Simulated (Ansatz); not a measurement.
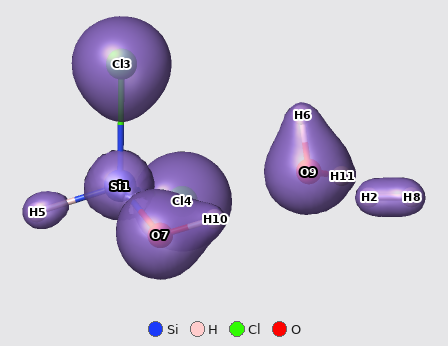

Figure. Cl2H2OSi···H2···H2O. Isosurface of the electron density at 1 e/Å³ (purple), seen from one side.

The product side of a reaction path; geometry: PBE0-D4/def2-TZVP.

Computed with Ansatz, RKS PBE0-D4/def2-TZVPP.

```json
{"atom": "Si", "x (Å)": "-0.2023", "y (Å)": "0.9161", "z (Å)": "-1.6631"}
{"atom": "H", "x (Å)": "-1.5373", "y (Å)": "-1.5846", "z (Å)": "1.5639"}
{"atom": "Cl", "x (Å)": "1.1996", "y (Å)": "-0.4212", "z (Å)": "-2.3476"}
{"atom": "Cl", "x (Å)": "-1.8849", "y (Å)": "-0.1859", "z (Å)": "-1.2464"}
{"atom": "H", "x (Å)": "-0.5192", "y (Å)": "1.8740", "z (Å)": "-2.7290"}
{"atom": "H", "x (Å)": "1.7825", "y (Å)": "-0.7241", "z (Å)": "1.0139"}
{"atom": "O", "x (Å)": "0.3288", "y (Å)": "1.7002", "z (Å)": "-0.3662"}
{"atom": "H", "x (Å)": "-1.3641", "y (Å)": "-1.8409", "z (Å)": "2.2455"}
{"atom": "O", "x (Å)": "1.1446", "y (Å)": "-0.1554", "z (Å)": "1.4545"}
{"atom": "H", "x (Å)": "0.6447", "y (Å)": "1.1473", "z (Å)": "0.3793"}
{"atom": "H", "x (Å)": "0.4075", "y (Å)": "-0.7255", "z (Å)": "1.6952"}
```

Which contacts does the surface bridge?

At this value the surface falls into six separate pieces. It bridges the sampled Si–O (1.61 Å) and H–H (0.75 Å) contacts, where the density stays above the isovalue. It is pinched off along the sampled O···H (1.76 Å) and Si–Cl (2.05 Å) contacts. On the grid the lowest density along these lines, outside the cores, is 0.27 e/Å³ (O···H, 1.76 Å), 1.1 e/Å³ (Si–O, 1.61 Å), 0.67 e/Å³ (Si–Cl, 2.05 Å) and 1.8 e/Å³ (H–H, 0.75 Å).
